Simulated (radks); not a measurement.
A free Be atom; electrons: [He] 2s2. The calculation used the in-house radial solver radks at this level: scalar-relativistic Kohn-Sham, BLYP, spin-polarised, spherical densities, point nucleus.

Wanted: the number of electrons inside radius r (solid) and the radial density 4πr²ρ (dashed).

The count levels off at 4 electrons. Half of them lie within 0.983 bohr, 90 % within 3.47 bohr and 99 % within 5.64 bohr. The radial density has a minimum at 1.10 bohr, where the count stands at 2.1; this parts the shells that the density resolves.

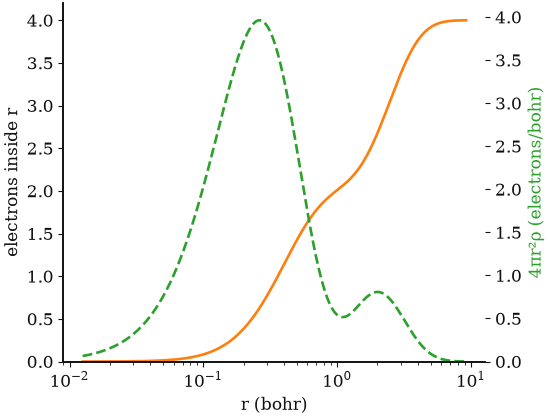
